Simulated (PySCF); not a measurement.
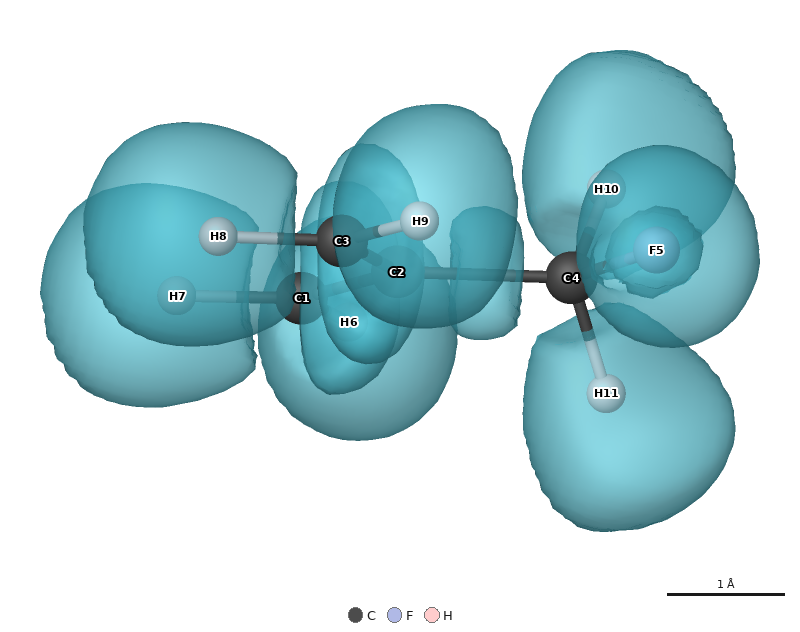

*C$_{4}$H$_{6}$F (doublet). Isosurface of the ELF at 0.75 (cyan), seen from one side. Only the valence region is drawn (cores and ρ < 0.01 e/Å³ removed).*

Geometry: GFN2-xTB.

Computed with UKS B3LYP, pcH-1 on C F H, non-relativistic, mean-field spin-orbit, GIAO (PySCF).

```xyz
11

C    -0.8686    1.0488   -0.6215
C    -0.2109   -0.0103   -0.0342
C    -0.8463   -1.1596    0.3663
C     1.2812    0.1336    0.1625
F     1.8418   -0.9689    0.7523
H    -0.3454    1.9366   -0.9260
H    -1.9284    1.0102   -0.7904
H    -1.9062   -1.2726    0.2314
H    -0.3047   -1.9681    0.8204
H     1.5057    0.9861    0.8139
H     1.7872    0.2669   -0.8007
```

Q: What do the ELF domains correspond to?

A: The ELF exceeds this value in three regions between bonded C–C atoms (shared pairs), six regions around hydrogen nuclei and one region on F in which the atom's valence shell and bonds are merged. Along the contacts the grid gives the following. C–F (1.37 Å): the ELF peaks at about 0.85 between the atoms; a polar covalent bond. C–C (1.37 Å): the ELF peaks at about 0.95 between the atoms; localised, covalent bonding.
